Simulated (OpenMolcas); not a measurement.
Excited-state calculation, with input and output: CCuO (part 2 of 3)

CCuO (Cu(CO)), multiplicity 2; MC-PDFT (ftrevPBE)/ANO-R2, sfX2C (OpenMolcas 26.06). The geometry comes from this level: GFN2-xTB.

Geometry of the input (Å):
```
Cu -0.0152  0.0206  -1.6082
C  0.0022  -0.0027  0.2046
O  0.0131  -0.0179  1.4036
```

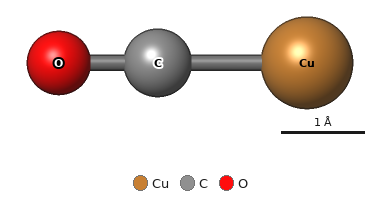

**Figure 1.** The structure as given in the input (ball-and-stick view, seen at a tilt). Sticks mark near contacts.

Log, continued
```
      Charge (e):
                      =   -0.0000
      Dipole Moment (debye):
      Origin of the operator (angstrom)=   -0.0080    0.0108   -0.8392
                   X=  4.2527E-02               Y= -5.5197E-02               Z=  4.1851E+00           Total=  4.1857E+00
      Quadrupole Moment (debye*angstrom):
      Origin of the operator (angstrom)=   -0.0080    0.0108   -0.8392
                  XX= -2.7896E+01              XY=  6.4193E-04              XZ= -5.0009E-02              YY= -2.7896E+01
                  YZ=  6.7602E-02              ZZ= -3.3163E+01
      In traceless form (debye*angstrom)
                  XX=  2.6341E+00              XY=  9.6289E-04              XZ= -7.5013E-02              YY=  2.6335E+00
                  YZ=  1.0140E-01              ZZ= -5.2676E+00
--

      Mulliken spin population analysis for root number:  1
      ---------------------------------------------------

++    Molecular charges:
      ------------------

      Mulliken spin population per centre
      ---------------------------

                CU1     C2      O3
      Total    0.9611  0.0331  0.0058

      Total electronic spin=    1.000000
--

      LoProp population analysis for root number:  1
      -----------------------------------------------

++    LoProp analysis:
      ----------------

++    Static properties:
      ------------------

      LoProp Charges per center

                   CU1      C2       O3
      Nuclear     29.0000   6.0000   8.0000
      Electronic -28.9837  -5.9158  -8.1005

      Total        0.0163   0.0842  -0.1005
--

      Natural Bond Order analysis for root number:  1

++    Natural Bond Order analysis
      ---------------------------
      Based on LoProp computed density
      -------------------------------------------------------------------------------------
      Atom A       Atom B       Bond Order
      -------------------------------------------------------------------------------------
      NBO located      0.985 non-bonded electrons on atom CU1
      NBO located      0.990 non-bonded electrons on atom CU1
      NBO located      0.997 non-bonded electrons on atom CU1
      NBO located      0.997 non-bonded electrons on atom CU1
      NBO located      1.003 non-bonded electrons on atom CU1
      NBO located      1.003 non-bonded electrons on atom CU1
      NBO located      1.002 non-bonded electrons on atom CU1
      NBO located      1.002 non-bonded electrons on atom CU1
      NBO located      0.999 non-bonded electrons on atom CU1
      NBO located      1.000 non-bonded electrons on atom CU1
      NBO located      1.000 non-bonded electrons on atom CU1
      NBO located      1.000 non-bonded electrons on atom CU1
      NBO located      1.000 non-bonded electrons on atom CU1
      NBO located      0.994 non-bonded electrons on atom C2
      NBO located      0.999 non-bonded electrons on atom O3
      The remaining    6.603 electrons are to be considered as diffuse
--

--

      Von Neumann Entropy (Root   2) =  0.50000

      Mulliken population analysis for root number:  2
      -----------------------------------------------

++    Molecular charges:
      ------------------

      Mulliken charges per centre
      ---------------------------

                CU1     C2      O3
      Total   29.2700  5.6101  8.1199

      N-E     -0.2700  0.3899 -0.1199

      Total electronic charge=   43.000000

      Total            charge=   -0.000000
--

      Expectation values of various properties for root number:  2
      -----------------------------------------------------------

++    Molecular properties:
      ---------------------

      Charge (e):
                      =   -0.0000
      Dipole Moment (debye):
      Origin of the operator (angstrom)=   -0.0080    0.0108   -0.8392
                   X=  4.6710E-02               Y= -6.0694E-02               Z=  4.6054E+00           Total=  4.6061E+00
      Quadrupole Moment (debye*angstrom):
      Origin of the operator (angstrom)=   -0.0080    0.0108   -0.8392
                  XX= -2.8064E+01              XY=  9.4457E-04              XZ= -7.3351E-02              YY= -2.8064E+01
                  YZ=  9.8598E-02              ZZ= -3.5718E+01
      In traceless form (debye*angstrom)
                  XX=  3.8276E+00              XY=  1.4169E-03              XZ= -1.1003E-01              YY=  3.8268E+00
                  YZ=  1.4790E-01              ZZ= -7.6544E+00
--

      Mulliken spin population analysis for root number:  2
      ---------------------------------------------------

++    Molecular charges:
      ------------------

      Mulliken spin population per centre
      ---------------------------

                CU1     C2      O3
      Total    0.9997  0.0003  0.0000

      Total electronic spin=    1.000000
--

      LoProp population analysis for root number:  2
      -----------------------------------------------

++    LoProp analysis:
      ----------------

++    Static properties:
      ------------------

      LoProp Charges per center

                   CU1      C2       O3
      Nuclear     29.0000   6.0000   8.0000
      Electronic -28.9093  -5.9860  -8.1047

      Total        0.0907   0.0140  -0.1047
--

      Natural Bond Order analysis for root number:  2

++    Natural Bond Order analysis
      ---------------------------
      Based on LoProp computed density
      -------------------------------------------------------------------------------------
      Atom A       Atom B       Bond Order
      -------------------------------------------------------------------------------------
      NBO located      0.979 non-bonded electrons on atom CU1
      NBO located      0.979 non-bonded electrons on atom CU1
      NBO located      0.992 non-bonded electrons on atom CU1
      NBO located      0.997 non-bonded electrons on atom CU1
      NBO located      0.997 non-bonded electrons on atom CU1
      NBO located      1.003 non-bonded electrons on atom CU1
      NBO located      1.003 non-bonded electrons on atom CU1
      NBO located      0.999 non-bonded electrons on atom CU1
      NBO located      1.000 non-bonded electrons on atom CU1
      NBO located      1.000 non-bonded electrons on atom CU1
      NBO located      1.000 non-bonded electrons on atom CU1
      NBO located      1.000 non-bonded electrons on atom CU1
      NBO located      0.993 non-bonded electrons on atom C2
      NBO located      0.999 non-bonded electrons on atom O3
      The remaining    7.473 electrons are to be considered as diffuse
--

--

      Von Neumann Entropy (Root   3) =  0.50000

      Mulliken population analysis for root number:  3
      -----------------------------------------------

++    Molecular charges:
      ------------------

      Mulliken charges per centre
      ---------------------------

                CU1     C2      O3
      Total   29.2700  5.6101  8.1199

      N-E     -0.2700  0.3899 -0.1199

      Total electronic charge=   43.000000

      Total            charge=   -0.000000
--

      Expectation values of various properties for root number:  3
      -----------------------------------------------------------

++    Molecular properties:
      ---------------------

      Charge (e):
                      =   -0.0000
      Dipole Moment (debye):
      Origin of the operator (angstrom)=   -0.0080    0.0108   -0.8392
                   X=  4.6710E-02               Y= -6.0694E-02               Z=  4.6054E+00           Total=  4.6061E+00
      Quadrupole Moment (debye*angstrom):
      Origin of the operator (angstrom)=   -0.0080    0.0108   -0.8392
                  XX= -2.8064E+01              XY=  9.4486E-04              XZ= -7.3351E-02              YY= -2.8064E+01
                  YZ=  9.8598E-02              ZZ= -3.5718E+01
      In traceless form (debye*angstrom)
                  XX=  3.8277E+00              XY=  1.4173E-03              XZ= -1.1003E-01              YY=  3.8268E+00
                  YZ=  1.4790E-01              ZZ= -7.6545E+00
--

      Mulliken spin population analysis for root number:  3
      ---------------------------------------------------

++    Molecular charges:
      ------------------

      Mulliken spin population per centre
      ---------------------------

                CU1     C2      O3
      Total    0.9997  0.0003  0.0000

      Total electronic spin=    1.000000
--

      LoProp population analysis for root number:  3
      -----------------------------------------------

++    LoProp analysis:
      ----------------

++    Static properties:
      ------------------

      LoProp Charges per center

                   CU1      C2       O3
      Nuclear     29.0000   6.0000   8.0000
      Electronic -28.9093  -5.9860  -8.1047

      Total        0.0907   0.0140  -0.1047
--

      Natural Bond Order analysis for root number:  3

++    Natural Bond Order analysis
      ---------------------------
      Based on LoProp computed density
      -------------------------------------------------------------------------------------
      Atom A       Atom B       Bond Order
      -------------------------------------------------------------------------------------
      NBO located      0.979 non-bonded electrons on atom CU1
      NBO located      0.979 non-bonded electrons on atom CU1
      NBO located      0.992 non-bonded electrons on atom CU1
      NBO located      0.997 non-bonded electrons on atom CU1
      NBO located      0.997 non-bonded electrons on atom CU1
      NBO located      1.003 non-bonded electrons on atom CU1
      NBO located      1.003 non-bonded electrons on atom CU1
      NBO located      0.999 non-bonded electrons on atom CU1
      NBO located      1.000 non-bonded electrons on atom CU1
      NBO located      1.000 non-bonded electrons on atom CU1
      NBO located      1.000 non-bonded electrons on atom CU1
      NBO located      1.000 non-bonded electrons on atom CU1
      NBO located      0.993 non-bonded electrons on atom C2
      NBO located      0.999 non-bonded electrons on atom O3
      The remaining    7.473 electrons are to be considered as diffuse
--

--

      Von Neumann Entropy (Root   4) =  0.50000

      Mulliken population analysis for root number:  4
      -----------------------------------------------

++    Molecular charges:
      ------------------

      Mulliken charges per centre
      ---------------------------

                CU1     C2      O3
      Total   29.2812  5.6025  8.1163

      N-E     -0.2812  0.3975 -0.1163

      Total electronic charge=   43.000000

      Total            charge=   -0.000000
--

      Expectation values of various properties for root number:  4
      -----------------------------------------------------------

++    Molecular properties:
      ---------------------

      Charge (e):
                      =   -0.0000
      Dipole Moment (debye):
      Origin of the operator (angstrom)=   -0.0080    0.0108   -0.8392
                   X=  4.8118E-02               Y= -6.2579E-02               Z=  4.7514E+00           Total=  4.7521E+00
      Quadrupole Moment (debye*angstrom):
      Origin of the operator (angstrom)=   -0.0080    0.0108   -0.8392
                  XX= -2.8127E+01              XY= -1.8312E-01              XZ= -7.1095E-02              YY= -2.8388E+01
                  YZ=  9.0652E-02              ZZ= -3.5281E+01
      In traceless form (debye*angstrom)
                  XX=  3.7078E+00              XY= -2.7469E-01              XZ= -1.0664E-01              YY=  3.3161E+00
                  YZ=  1.3598E-01              ZZ= -7.0239E+00
--

      Mulliken spin population analysis for root number:  4
      ---------------------------------------------------

++    Molecular charges:
      ------------------

      Mulliken spin population per centre
      ---------------------------

                CU1     C2      O3
      Total    0.9885  0.0080  0.0036

      Total electronic spin=    1.000000
--

      LoProp population analysis for root number:  4
      -----------------------------------------------

++    LoProp analysis:
      ----------------

++    Static properties:
      ------------------

      LoProp Charges per center

                   CU1      C2       O3
      Nuclear     29.0000   6.0000   8.0000
      Electronic -28.9181  -5.9818  -8.1001

      Total        0.0819   0.0182  -0.1001
--

      Natural Bond Order analysis for root number:  4

++    Natural Bond Order analysis
      ---------------------------
      Based on LoProp computed density
      -------------------------------------------------------------------------------------
      Atom A       Atom B       Bond Order
      -------------------------------------------------------------------------------------
      NBO located      0.979 non-bonded electrons on atom CU1
      NBO located      0.979 non-bonded electrons on atom CU1
      NBO located      0.992 non-bonded electrons on atom CU1
      NBO located      1.003 non-bonded electrons on atom CU1
      NBO located      1.002 non-bonded electrons on atom CU1
      NBO located      0.999 non-bonded electrons on atom CU1
      NBO located      1.000 non-bonded electrons on atom CU1
      NBO located      1.000 non-bonded electrons on atom CU1
      NBO located      1.000 non-bonded electrons on atom CU1
      NBO located      1.000 non-bonded electrons on atom CU1
      NBO located      1.000 non-bonded electrons on atom CU1
      NBO located      1.000 non-bonded electrons on atom CU1
      NBO located      0.993 non-bonded electrons on atom C2
      NBO located      0.999 non-bonded electrons on atom O3
      The remaining    7.460 electrons are to be considered as diffuse
--

--

      Von Neumann Entropy (Root   5) =  0.50000

      Mulliken population analysis for root number:  5
      -----------------------------------------------

++    Molecular charges:
      ------------------

      Mulliken charges per centre
      ---------------------------

                CU1     C2      O3
      Total   29.2812  5.6025  8.1163

      N-E     -0.2812  0.3975 -0.1163

      Total electronic charge=   43.000000

      Total            charge=   -0.000000
--

      Expectation values of various properties for root number:  5
      -----------------------------------------------------------
```
